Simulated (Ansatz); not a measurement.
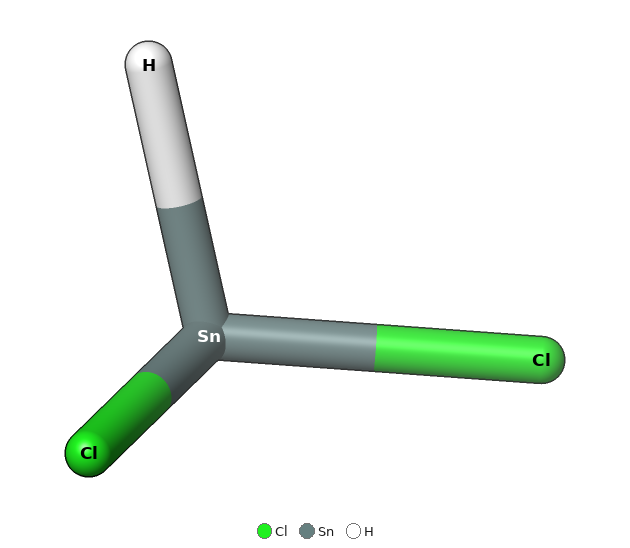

The structure as it stands in the input.

The calculation was set up as follows.

```yaml
crystal:
  periodic: [false, false, false]
  atoms:
    - {symbol: Cl, position_ang: [-1.925031, 0.682756, 0.098405]}
    - {symbol: Sn, position_ang: [0.142024, -0.144338, -0.606471]}
    - {symbol: Cl, position_ang: [1.140764, -1.447865, 1.053948]}
    - {symbol: H, position_ang: [0.980968, 1.687954, -0.483023]}
basis:
  gaussian: {orbitals: def2-TZVPP}
magnetization: {spin_polarized: true, initial_magnetization: 1}
correlation: {method: ccsd_t}
scf: {omitted_lower_state_checks: [cluster_reference]}
```

Result:

```
Functional definition: HF
  name "HF"
  cite "Fock, Z. Phys. 61, 126 (1930) doi:10.1007/BF01340294"
  parent pbe
  exchange = exact_x
  correlation = 0
these checks for a lower state are left out or cut short: cluster_reference
1043 factors; integrals over basis functions are off by at most 1.2e-3 eV
mean field evaluation 1: about -30829.3293 eV, gradient 1.3e1 eV
mean field evaluation 2: about -30829.3368 eV, gradient 1.3e1 eV
mean field evaluation 4: about -30830.7913 eV, gradient 1.9e0 eV
mean field evaluation 8: about -30830.8828 eV, gradient 2.2e-1 eV
mean field -30830.88645225 eV, -1133.0141791949 hartree, gradient 1.6e-6 eV, S^2 0.811050; 0 other end points of the search recorded, 0 dependent functions left out
14 core orbitals not correlated: weight in the atoms' cores, before any rotation towards them, 1.000 or more for the frozen orbitals, at most 0.000 for the correlated occupied ones
reference -30830.88645225 eV, -1133.0141791949 hartree; 15, 14 occupied and 119, 120 virtual orbitals, 1043 factors
second order -18.35455052 eV of doubles, -0.00000000 eV of singles
cycle   1  -18.66340072 eV  change   -3.1e-1 eV  update   1.0e-1
cycle   2  -19.12181271 eV  change   -4.6e-1 eV  update   3.5e-2
cycle   3  -19.23459163 eV  change   -1.1e-1 eV  update   2.3e-2
cycle   4  -19.22528348 eV  change    9.3e-3 eV  update   9.5e-3
cycle   5  -19.22476607 eV  change    5.2e-4 eV  update   4.5e-3
cycle   6  -19.22851665 eV  change   -3.8e-3 eV  update   1.6e-3
cycle   7  -19.22876466 eV  change   -2.5e-4 eV  update   6.9e-4
cycle   8  -19.22878074 eV  change   -1.6e-5 eV  update   3.0e-4
cycle   9  -19.22887020 eV  change   -8.9e-5 eV  update   1.5e-4
cycle  10  -19.22874793 eV  change    1.2e-4 eV  update   7.2e-5
cycle  11  -19.22881306 eV  change   -6.5e-5 eV  update   3.1e-5
cycle  12  -19.22882343 eV  change   -1.0e-5 eV  update   1.7e-5
perturbative correction -0.74558327 eV, -0.0273996800 hartree
Total energy: -30850.86085896 eV, -1133.7482251022 hartree
Checks for a lower state left out: cluster_reference
```
